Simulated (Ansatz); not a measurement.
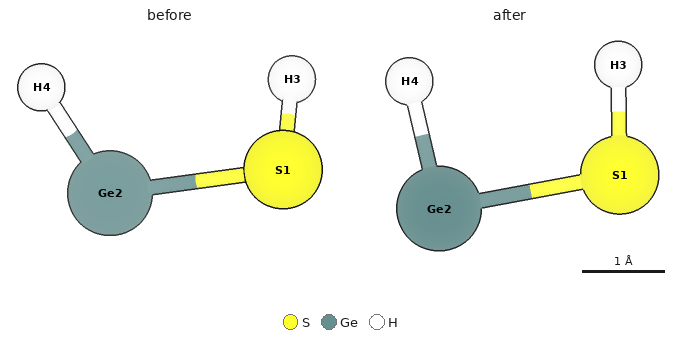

The structure of GeH2S before (left) and after (right) a relaxation, at one scale.

A ball-and-stick model, seen face on.

The run prepares an end point of a later path (hydrogen shift) calculation, from a guessed geometry.

Method: RKS revPBE-D4/def2-SVP (Ansatz). (no spin polarisation; force threshold 0.02 eV/Å; at most 50 steps)

Q: Describe what moved and what it gained.

A: The largest move after the best rigid fit is that of H4, 0.42 Å. Largest moves by element: H 0.42 Å, Ge 0.37 Å, S 0.34 Å. Near-neighbour distances that change, for instance: S1–H3 1.324 → 1.363 Å, Ge2–H4 1.604 → 1.619 Å, S1–Ge2 2.261 → 2.269 Å. Bond angles that change, for instance: S1–Ge2–H4 108.8° → 92.7°, Ge2–S1–H3 91.4° → 99.6°. Groups turn about S1–Ge2 by about 55°. The energy falls by 14.0 kcal/mol in 5 accepted moves (6 points after the start). The largest force component goes from 1.2 to 0.018 eV/Å. The line search rejected the trial step at point 4 of the run. Cost: 8.1 s on 1 thread of Intel(R) Xeon(R) Processor @ 2.70GHz (shared host), peak memory 0.12 GiB.
